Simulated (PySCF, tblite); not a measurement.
# C7H4FO2−: a rotation path, then NMR shifts on frames

Aim: move C7H4FO2− (`O=C([O-])c1cccc(F)c1`) away from its starting geometry and see how NMR shifts follow the geometry.

Programs: tblite 0.8.0 and PySCF 2.14.0, with density-fitted response routines of our own. Each step states its level of theory. These are calculated values for one molecule in the gas phase, unless marked as measured. Atoms count from 0, in the outputs and in this text.

## (1) The molecule as given

14 atoms, charge -1, multiplicity 1; geometry from: GFN2-xTB.

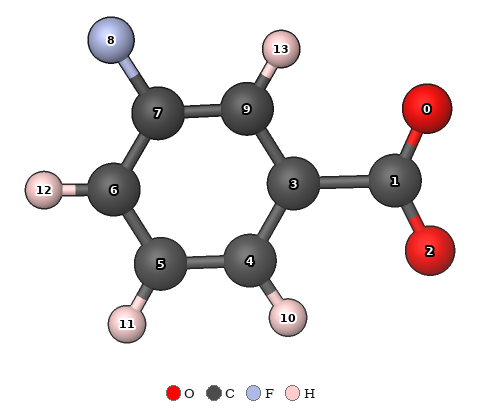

As it starts; oxygen red, carbon dark grey, fluorine light blue, hydrogen pink, atoms numbered.

## (2) A band between two rotamers with GFN2-xTB

What the job is given:

```
{"job": {"kind": "neb", "xc": "GFN2-xTB", "basis": "xTB", "atoms": [9, 3, 1, 2], "turn": 180}, "charge": -1, "multiplicity": 1}
O      2.735052     1.558038     0.315426
C      2.406289     0.381344     0.123556
O      3.108332    -0.628247    -0.013635
C      0.858001     0.127890     0.041375
C      0.364393    -1.152303    -0.172331
C     -0.996608    -1.385895    -0.245412
C     -1.890417    -0.335489    -0.104777
C     -1.383177     0.933157     0.107195
F     -2.275521     1.965829     0.244573
C     -0.030765     1.184871     0.182713
H      1.081539    -1.953869    -0.279055
H     -1.375591    -2.386988    -0.412339
H     -2.959281    -0.487516    -0.157535
H      0.357076     2.178704     0.348079
```

With the program's defaults for keys left out, this is: GFN2-xTB climbing-image nudged elastic band, gas phase.

Command:

```bash
$ OMP_NUM_THREADS=1 python probes_run.py task.json out
```

One launch serves the whole session: the jobs run in the order shown.

Standard output:

```text
image   E - E0 / eV
  0       0.0000
  1       0.0077
  2       0.0286
  3       0.0474
  4       0.0530
  5       0.0462
  6       0.0268
  7       0.0071
  8       0.0000
```

It took 2.1 s on 1 thread of Arm Neoverse V2, shared host; peak memory 0.18 GiB.

The final band, with the dihedral C9–C3–C1–O2:

| image | dihedral (°) | energy (eV) | energy (kcal/mol) |
| --- | --- | --- | --- |
| 0 | 180 | 0.000 | 0.0 |
| 1 | 202 | 0.008 | 0.2 |
| 2 | 225 | 0.029 | 0.7 |
| 3 | 249 | 0.047 | 1.1 |
| 4 | 271 | 0.053 | 1.2 |
| 5 | 294 | 0.046 | 1.1 |
| 6 | 317 | 0.027 | 0.6 |
| 7 | 339 | 0.007 | 0.2 |
| 8 | 360 | 0.000 | 0.0 |

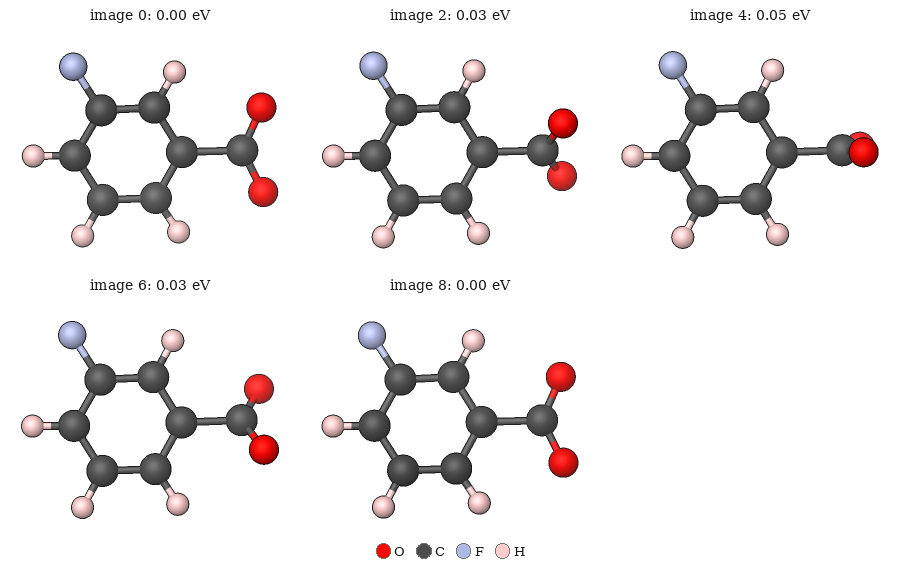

Images along the band.

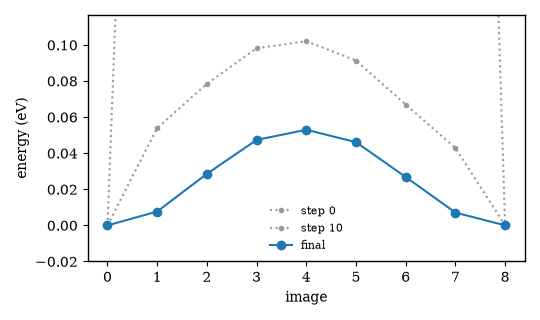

Energy along the band, early and final.

## (3) Nuclear shieldings: image 0, PBE0/pcSseg-1

What the job is given:

```
{"job": {"kind": "nmr", "xc": "PBE0", "basis": "pcSseg-1", "pop": false}, "charge": -1, "multiplicity": 1}
O      2.735100     1.558000     0.315400
C      2.406300     0.381300     0.123600
O      3.108300    -0.628200    -0.013600
C      0.858000     0.127900     0.041400
C      0.364400    -1.152300    -0.172300
C     -0.996600    -1.385900    -0.245400
C     -1.890400    -0.335500    -0.104800
C     -1.383200     0.933200     0.107200
F     -2.275500     1.965800     0.244600
C     -0.030800     1.184900     0.182700
H      1.081500    -1.953900    -0.279100
H     -1.375600    -2.387000    -0.412300
H     -2.959300    -0.487500    -0.157500
H      0.357100     2.178700     0.348100
```

With the program's defaults for keys left out, this is: GIAO PBE0/pcSseg-1 NMR shielding, non-relativistic, gas phase.

Standard output:

```text
coarse grid: 13344 points
cycle   1  E = -518.5561256472  dE =  1.917e+00  |g| = 1.147e+00  |ddm| = 3.847e+00
cycle   2  E = -515.9971696945  dE =  2.559e+00  |g| = 3.033e+00  |ddm| = 5.020e+00
cycle   3  E = -518.6922317456  dE = -2.695e+00  |g| = 6.386e-01  |ddm| = 4.604e+00
cycle   4  E = -518.8050462253  dE = -1.128e-01  |g| = 1.438e-01  |ddm| = 8.792e-01
cycle   5  E = -518.8066562386  dE = -1.610e-03  |g| = 1.230e-01  |ddm| = 3.200e-01
cycle   6  E = -518.8102369872  dE = -3.581e-03  |g| = 3.215e-02  |ddm| = 1.509e-01
cycle   7  E = -518.8104704706  dE = -2.335e-04  |g| = 1.201e-02  |ddm| = 4.155e-02
cycle   8  E = -518.8104967848  dE = -2.631e-05  |g| = 4.127e-03  |ddm| = 1.664e-02
cycle   9  E = -518.8104999603  dE = -3.175e-06  |g| = 1.479e-03  |ddm| = 5.800e-03
final grid: 133968 points
cycle  10  E = -518.8961749158  dE = -2.306e-05  |g| = 1.213e-02  |ddm| = 5.278e-02
cycle  11  E = -518.8961352584  dE =  3.966e-05  |g| = 1.917e-02  |ddm| = 3.435e-02
cycle  12  E = -518.8962031029  dE = -6.784e-05  |g| = 1.548e-03  |ddm| = 2.169e-02
cycle  13  E = -518.8962035317  dE = -4.289e-07  |g| = 5.851e-04  |ddm| = 1.929e-03
cycle  14  E = -518.8962035918  dE = -6.012e-08  |g| = 1.957e-04  |ddm| = 7.744e-04
cycle  15  E = -518.8962035988  dE = -6.999e-09  |g| = 5.122e-05  |ddm| = 2.316e-04
cycle  16  E = -518.8962035993  dE = -5.114e-10  |g| = 2.229e-05  |ddm| = 7.664e-05
converged SCF energy = -518.8962035993

GIAO shielding tensors (ppm)
atom      isotropic    diamagn.    paramagn.     s11        s22        s33       span
  0 O       25.024     408.063    -383.038   -179.202    -36.294    290.569    469.772
  1 C       23.532     237.164    -213.632    -74.196     64.666     80.127    154.323
  2 O       22.071     407.992    -385.921   -181.662    -40.133    288.008    469.670
  3 C       25.875     262.960    -237.085    -67.500     -7.333    152.457    219.957
  4 C       55.930     250.803    -194.873    -46.710     35.173    179.326    226.036
  5 C       57.986     256.675    -198.689    -47.694     51.944    169.708    217.402
  6 C       73.280     256.261    -182.981    -11.561     66.711    164.690    176.251
  7 C       14.654     255.499    -240.846    -67.226     38.208     72.979    140.205
  8 F      300.942     479.699    -178.758    231.762    331.603    339.460    107.698
  9 C       65.865     251.268    -185.404    -13.204     43.185    167.613    180.818
 10 H       23.455      33.104      -9.649     19.521     22.977     27.867      8.346
 11 H       24.668      31.834      -7.166     21.108     25.493     27.402      6.294
 12 H       25.156      31.056      -5.900     21.786     25.672     28.010      6.223
 13 H       23.543      32.343      -8.800     19.327     22.990     28.312      8.985
```

Wall time 25 s (1 thread of Arm Neoverse V2, shared host); peak memory 0.83 GiB.

The references, computed at this level on geometries of the same kind, shield at (ppm): ¹H TMS 31.72, ¹³C TMS 186.9, ¹⁹F CFCl3 170.9, ¹⁷O H2O 336.1. Their shielding less the atom's gives the shift. The references are single molecules in the gas phase, so shifts against H2O, NH3, PH3, H3PO4 or CFCl3 are not on the usual liquid scales and can be off by tens of ppm. Each atom is listed at this fixed geometry, with no averaging over motion; a spectrum would average atoms that exchange fast.

| atoms | environment | σ (ppm) | δ (ppm) |
| --- | --- | --- | --- |
| C7 | aromatic carbon bearing fluorine | 14.7 | 172.3 |
| C1 | carboxylate carbon | 23.5 | 163.4 |
| C3 | substituted aromatic carbon | 25.9 | 161.1 |
| C4 | aromatic CH | 55.9 | 131.0 |
| C5 | aromatic CH | 58.0 | 128.9 |
| C9 | aromatic CH | 65.9 | 121.1 |
| C6 | aromatic CH | 73.3 | 113.6 |
| H10 | hydrogen on an aromatic CH | 23.45 | 8.26 |
| H13 | hydrogen on an aromatic CH | 23.54 | 8.17 |
| H11 | hydrogen on an aromatic CH | 24.67 | 7.05 |
| H12 | hydrogen on an aromatic CH | 25.16 | 6.56 |
| O2 | carboxylate oxygen | 22.1 | 314.0 |
| O0 | carboxylate oxygen | 25.0 | 311.1 |
| F8 | aryl fluorine | 300.9 | -130.0 |

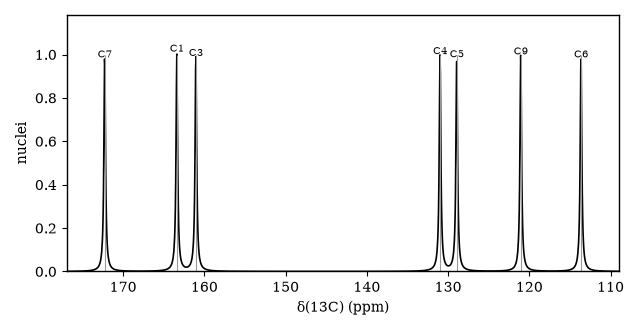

¹³C lines at the computed shifts, without couplings. Lines are broadened to a width of 0.23 ppm (Lorentzian).

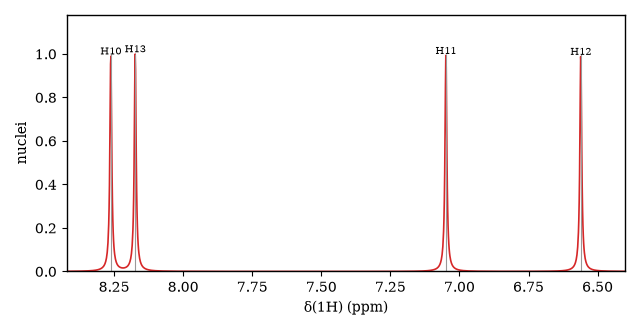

¹H lines at the computed shifts, without couplings. Lines are broadened to a width of 0.01 ppm (Lorentzian).

Ring of atoms C3, C4, C5, C6, C7, C9: NICS(0) -10.6, NICS(1) -11.8, NICS(1)zz -28.3 ppm (means of both faces).

## (4) Nuclear shieldings: image 2, PBE0/pcSseg-1

What the job is given:

```
{"job": {"kind": "nmr", "xc": "PBE0", "basis": "pcSseg-1", "pop": false}, "charge": -1, "multiplicity": 1}
O      2.759100     1.175000     1.002900
C      2.410900     0.383500     0.120200
O      3.080200    -0.240100    -0.710600
C      0.865700     0.127700     0.041900
C      0.364200    -1.162900    -0.084600
C     -0.997700    -1.395700    -0.153100
C     -1.889700    -0.335200    -0.104900
C     -1.377000     0.941600     0.023100
F     -2.262500     1.987200     0.078400
C     -0.024400     1.193600     0.100400
H      1.063400    -1.985400    -0.134300
H     -1.379600    -2.404600    -0.248000
H     -2.957800    -0.487700    -0.162000
H      0.344500     2.202500     0.208600
```

Level: GIAO PBE0/pcSseg-1 NMR shielding, non-relativistic, gas phase.

Standard output:

```text
coarse grid: 13344 points
cycle   1  E = -518.5508473045  dE =  1.917e+00  |g| = 1.146e+00  |ddm| = 3.848e+00
cycle   2  E = -517.4225320578  dE =  1.128e+00  |g| = 2.412e+00  |ddm| = 3.909e+00
cycle   3  E = -518.7535706686  dE = -1.331e+00  |g| = 4.215e-01  |ddm| = 3.357e+00
cycle   4  E = -518.8014274155  dE = -4.786e-02  |g| = 1.005e-01  |ddm| = 5.966e-01
cycle   5  E = -518.8028350290  dE = -1.408e-03  |g| = 6.558e-02  |ddm| = 1.646e-01
cycle   6  E = -518.8038220301  dE = -9.870e-04  |g| = 2.114e-02  |ddm| = 8.228e-02
cycle   7  E = -518.8039451680  dE = -1.231e-04  |g| = 5.312e-03  |ddm| = 2.667e-02
cycle   8  E = -518.8039508288  dE = -5.661e-06  |g| = 1.868e-03  |ddm| = 6.369e-03
final grid: 133968 points
cycle   9  E = -518.8901879086  dE = -2.168e-05  |g| = 1.244e-02  |ddm| = 4.329e-02
cycle  10  E = -518.8901443650  dE =  4.354e-05  |g| = 1.976e-02  |ddm| = 3.145e-02
cycle  11  E = -518.8902179645  dE = -7.360e-05  |g| = 1.576e-03  |ddm| = 1.919e-02
cycle  12  E = -518.8902184185  dE = -4.541e-07  |g| = 5.565e-04  |ddm| = 1.687e-03
cycle  13  E = -518.8902184715  dE = -5.300e-08  |g| = 2.183e-04  |ddm| = 6.492e-04
cycle  14  E = -518.8902184803  dE = -8.777e-09  |g| = 5.124e-05  |ddm| = 2.160e-04
cycle  15  E = -518.8902184808  dE = -5.189e-10  |g| = 2.248e-05  |ddm| = 7.465e-05
converged SCF energy = -518.8902184808

GIAO shielding tensors (ppm)
atom      isotropic    diamagn.    paramagn.     s11        s22        s33       span
  0 O       -4.472     406.884    -411.355   -218.971    -52.104    257.659    476.630
  1 C       16.336     240.031    -223.695    -76.839     53.530     72.316    149.155
  2 O       -5.089     406.685    -411.775   -220.714    -52.604    258.049    478.763
  3 C       18.399     263.340    -244.941    -66.397    -43.141    164.735    231.132
  4 C       57.817     250.624    -192.807    -42.057     41.638    173.869    215.926
  5 C       57.182     256.346    -199.164    -48.922     50.203    170.264    219.185
  6 C       76.042     256.081    -180.040     -6.138     69.707    164.556    170.694
  7 C       14.841     255.127    -240.286    -68.205     36.889     75.839    144.044
  8 F      300.146     479.722    -179.575    230.530    330.810    339.099    108.569
  9 C       67.550     251.467    -183.916     -9.115     48.924    162.841    171.956
 10 H       24.183      32.705      -8.523     20.796     23.647     28.105      7.310
 11 H       24.744      31.732      -6.988     21.594     25.464     27.174      5.581
 12 H       25.304      31.020      -5.717     22.073     26.019     27.820      5.747
 13 H       24.232      31.941      -7.709     20.590     23.563     28.541      7.951
```

Wall time 22 s (1 thread of Arm Neoverse V2, shared host); peak memory 0.85 GiB.

In short: δ C7 172.1, C1 170.6, C3 168.5, C5 129.7, H10 7.53, H13 7.49 ppm.

[end of part 1 of 2]
